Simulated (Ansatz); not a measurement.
SiCl₃F and related structures: several calculations on one system

### Relaxation

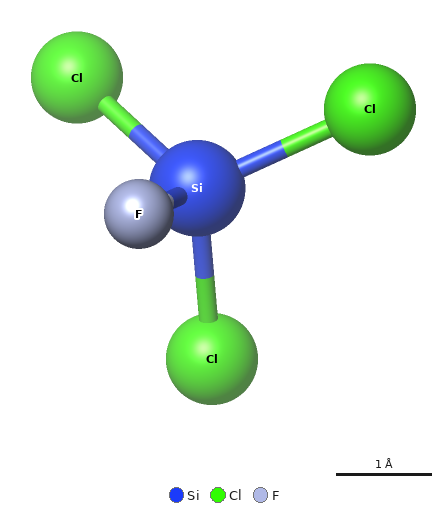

Starting structure of SiCl$_{3}$F. A ball-and-stick model, seen at a tilt.

It is one of the separated products of a reaction.

Computed with Ansatz, RKS PBE0-D4/def2-TZVP.

The input:
```yaml
crystal:
  periodic: [false, false, false]
  atoms:
    - {symbol: Si, position_ang: [-1.056497, -0.021673, -0.653292]}
    - {symbol: Cl, position_ang: [0.017152, -1.636137, -1.211516]}
    - {symbol: Cl, position_ang: [-1.827568, -0.230120, 1.188339]}
    - {symbol: Cl, position_ang: [-2.547095, 0.271137, -1.987140]}
    - {symbol: F, position_ang: [-0.136242, 1.260099, -0.713400]}
basis:
  gaussian: {orbitals: def2-TZVP}
hamiltonian: {xc: pbe0, dispersion: d4}
relax: {f_tol: 0.005, max_steps: 200}
```

Launched with:
```bash
ansatz run in.yaml --threads 8 --pin off --events-out ev --progress --plain --max-ram 19148MiB
```

**Predict the outcome.**

The largest move after the best rigid fit is that of Si1, 0.027 Å. Largest moves by element: Si 0.027 Å, F 0.022 Å, Cl 0.021 Å. Some distances before and after: Si1–Cl3 2.007 → 2.014 Å, Si1–F5 1.579 → 1.575 Å. Over 4 geometry steps the energy falls by 1.06 kJ/mol. The largest force component goes from 0.46 to 0.0005 eV/Å. The run took 17 s on 8 threads of Intel Xeon @ 2.50GHz, with other jobs on the host.

The structure at the end:

```xyz
5

Si   -1.0709   -0.0186   -0.6763
Cl    0.0231   -1.6293   -1.1924
Cl   -1.8079   -0.2313    1.1863
Cl   -2.5623    0.2767   -1.9977
F    -0.1323    1.2459   -0.6970
```

### Relaxation

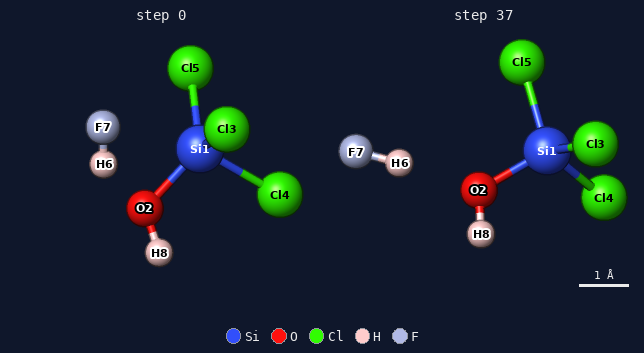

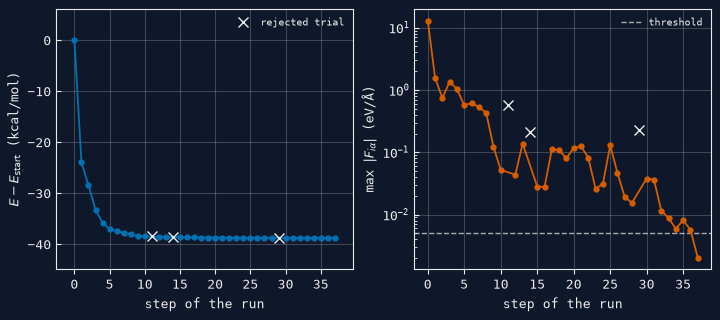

First and last geometry of a relaxation of SiH2OCl3F (started from a transition state, displaced along its imaginary mode), with the history of the run. Style: ball-and-stick. Shown at a tilt.

Method: RKS PBE0-D4/def2-TZVP (Ansatz 0.2.0). (force threshold 0.005 eV/Å; at most 200 steps)

What do the curves and the structures tell?

Answer. It converged. The energy falls by 38.7 kcal/mol in 34 accepted moves (37 points after the start). Largest force component: 13 eV/Å at the start, 0.002 eV/Å at the end. The line search rejected the trial steps at points 11, 14, 29 of the run. The atom that moves furthest after the best rigid fit is F7 (1.73 Å). By element the largest moves are F 1.73 Å, Cl 1.01 Å, H 0.87 Å, O 0.69 Å, Si 0.52 Å. Some distances before and after: Si1–F7 2.157 → 3.941 Å, Si1–H6 2.052 → 3.055 Å, O2–H6 1.413 → 1.759 Å, H6–F7 0.810 → 0.933 Å. Bond angles that change, for instance: O2–Si1–Cl4 98.9° → 110.2°, O2–Si1–Cl5 116.4° → 105.8°, O2–Si1–Cl3 117.7° → 110.2°. Groups turn about Si1–O2 by about 25°. The run took 3 min on 8 threads of Intel Xeon @ 2.50GHz (shared host).

### Reaction

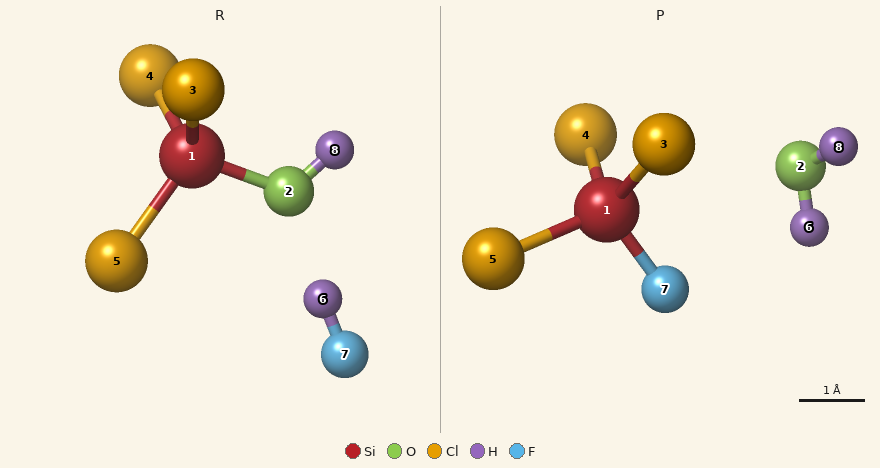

Reactant (R) and product (P) of one elementary step of SiH2OCl3F. Style: ball-and-stick. Shown at a tilt.

Stationary points at PBE0-D4/def2-TZVP, single-point energies with PBE0-D4, CCSD(T)/CBS, B2PLYP (def2-TZVPP where no basis is named; Ansatz 0.2.0). The energies are electronic, without zero-point or thermal terms, and both ends are the minima reached downhill from the saddle, with any fragments still in contact. CCSD(T)/CBS stands for a frozen-core estimate: MP2 correlation extrapolated from def2-TZVPP and def2-QZVPP, CCSD(T) minus MP2 from the smaller set.

R:
```xyz
8

Si   -0.6996   -0.7556   -0.1133
O     0.6426    0.0583    0.3417
Cl   -0.1943   -2.3835   -1.2036
Cl   -1.7339   -1.3659    1.5151
Cl   -1.7795    0.5372   -1.2082
H     1.0889    1.7199   -0.0248
F     1.3809    2.5910   -0.1848
H     1.2947   -0.4014    0.8778
```

P:
```xyz
8

Si   -1.0369   -0.0936   -0.6778
O     1.5143    0.1082    1.3915
Cl    0.2309   -1.5180   -1.3369
Cl   -1.8031   -0.5420    1.1226
Cl   -2.5331    0.1280   -2.0192
H     1.6325    1.0069    1.0743
F    -0.2769    1.2890   -0.6141
H     2.2721   -0.3784    1.0595
```

Predict the saddle point between them and the barrier.

Answer. Counted by bonded pieces, R holds HF + SiHCl₃O and P holds H₂O + SiCl₃F. From R over the saddle to P, bonds form: Si1–F7 (3.94 → 1.92 → 1.58 Å), O2–H6 (1.76 → 1.15 → 0.96 Å). Bonds break: Si1–O2 (1.63 → 1.76 → 3.29 Å), H6–F7 (0.93 → 1.20 → 2.56 Å). The saddle has one imaginary mode, 820i cm⁻¹. With PBE0-D4 the barrier is 24.8 kcal/mol from R and 28.8 kcal/mol from P, and P lies 4.0 kcal/mol below R.

```
      level  barrier from R (kcal/mol)  barrier from P (kcal/mol)  P less R (kcal/mol)
    PBE0-D4                       24.8                       28.8                 −4.0
CCSD(T)/CBS                       27.7                       32.1                 −4.5
     B2PLYP                       28.0                       32.6                 −4.6
```

Against CCSD(T)/CBS, B2PLYP comes closest on the barrier from R (+0.3 kcal/mol) and PBE0-D4 misses most (−2.8 kcal/mol).

Saddle geometry:

```xyz
8

Si   -0.4441   -0.2141   -0.2603
O     0.6502    0.4698    0.9397
Cl    0.2377   -1.6302   -1.5567
Cl   -1.3469   -1.4678    1.1522
Cl   -2.0223    0.9300   -0.8152
H     1.1425    0.9726    0.0299
F     0.7398    1.0352   -1.1017
H     1.0430   -0.0957    1.6121
```

The saddle point in the same view, with dashed sticks for the bonds that form or break:

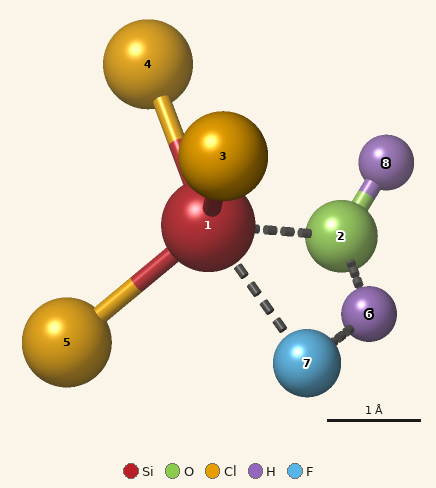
